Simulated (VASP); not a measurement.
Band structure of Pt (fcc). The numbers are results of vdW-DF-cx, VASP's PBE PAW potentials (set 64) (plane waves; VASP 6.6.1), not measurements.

Unless said otherwise, spin-orbit coupling is left out, though it shifts the bands of the heavy elements here.

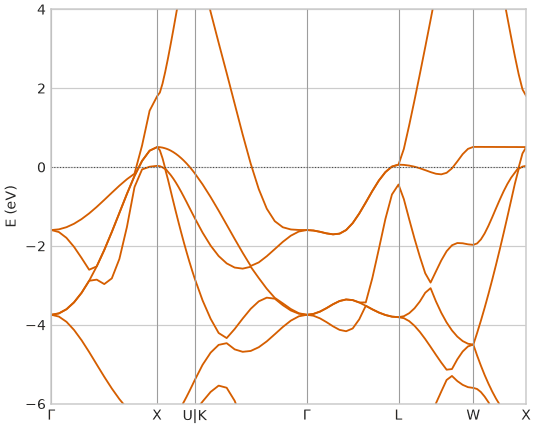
*Bands along high-symmetry lines, zero at the valence-band maximum or, without a gap, the Fermi level*

Task: Read the plot: is there a gap, and where are the band edges?

Result: It has no gap at this level: it comes out as a metal or semimetal. (Edges off the drawn lines would not show.)

The compound is Pt in the fcc structure. It was relaxed first.
